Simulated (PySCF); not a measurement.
## Electronic structure of C$_{4}$H$_{5}$AlF$_{2}$ in real space

```xyz
12

C    -2.0928    0.3150    0.0753
C    -1.1456   -0.8564    0.3435
C     0.2370   -0.4431    0.2392
C     1.3839   -0.0668    0.1435
Al    3.1926    0.5322    0.0171
F     3.5762    2.1201   -0.1906
F     4.4730   -0.4987    0.1128
H    -1.9299    1.1087    0.8006
H    -1.9227    0.7192   -0.9198
H    -3.1261   -0.0165    0.1459
H    -1.3280   -1.6592   -0.3769
H    -1.3164   -1.2551    1.3479
```

Geometry: GFN2-xTB.

Level of theory: PBE0/pcSseg-1, SCF density, gas phase, non-relativistic (PySCF).

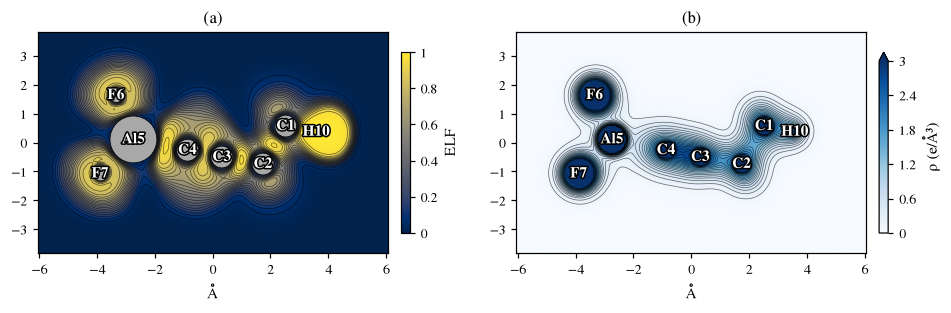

Figure 1. (a) electron localisation function; (b) electron density on the plane of atoms C2, C1 and H10. Grey discs cover the atomic cores in the ELF map.

### Describe what can be read from this map.

The section cuts through C, Al, F and H sites. C–C (1.21 Å): the density is about 2.7 e/Å³ at the midpoint; the ELF peaks at about 0.90 between the atoms: a short, multiple covalent bond. Al–F (1.65 Å): ρ is about 0.87 e/Å³ halfway; the ELF peaks at about 0.85 in the valence shell of F, 0.5 Å from its nucleus, and is about 0.35 at the midpoint. C–Al (1.91 Å): ρ at the midpoint is about 0.72 e/Å³; the ELF peaks at about 0.95 between the atoms (a shared but strongly polarised pair). C–H (1.09 Å): ρ at the midpoint is about 2 e/Å³; the ELF climbs to about 1 towards the hydrogen, as it does in any bond to H (a covalent bond by its length). The ELF also peaks beside F7 and F6, away from the bonds: lone-pair regions.

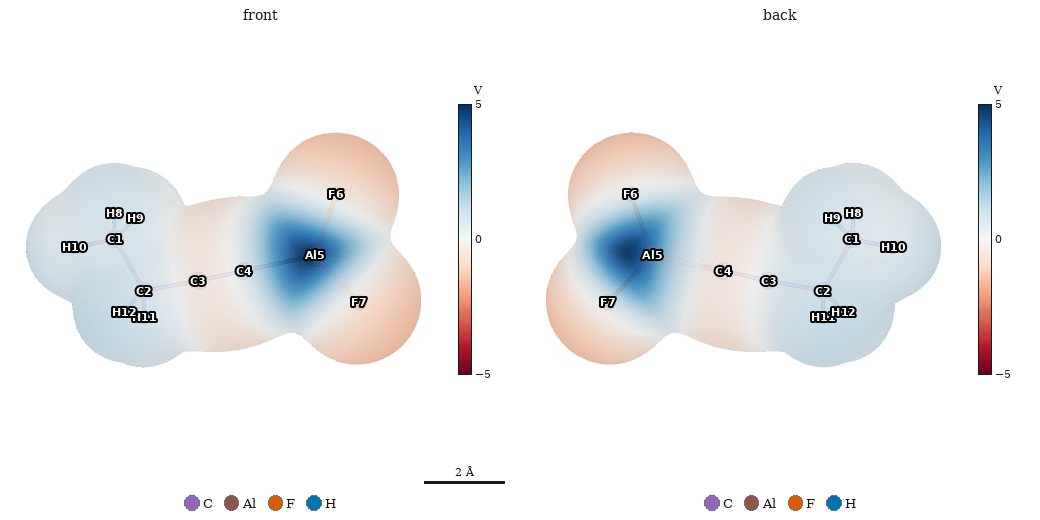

Figure 2. The electrostatic potential painted on the density surface at 0.002 e/bohr³, seen from the front and from behind; the colour scale runs from red (negative) to blue (positive).

### Where is the surface potential most negative and most positive?

The most negative region (about −1.4 V) lies over F6 and F7, the most positive (about +4.7 V) over Al5.

### How polar is the molecule by this calculation?

Its dipole moment is 3.73 D.
